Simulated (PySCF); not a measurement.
C2H6Si, SMILES C[Si]C at its B3LYP/def2-SVP optimised geometry (Å):

```
9

Si    -0.5404    -0.7449     0.0000
C     -0.8088     1.1539     0.0000
H     -1.8311     1.4521    -0.2810
H     -0.0808     1.7171    -0.6106
H     -0.6544     1.4809     1.0499
C      1.3772    -0.7449     0.0000
H      1.8311     0.0503     0.6180
H      1.6814    -0.5371    -1.0475
H      1.8159    -1.7171     0.2746
```

Calculation: B3LYP/def2-TZVP in PySCF 2.14.0.

Map of the electron localisation function on the plane z = 0.6 Å:

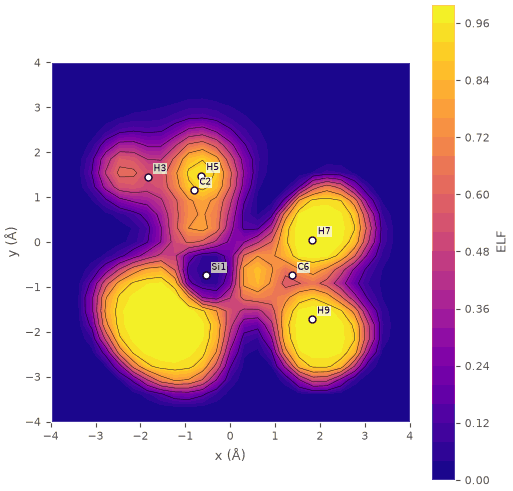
Fig. 1. Electron localisation function on the plane z = 0.6 Å.
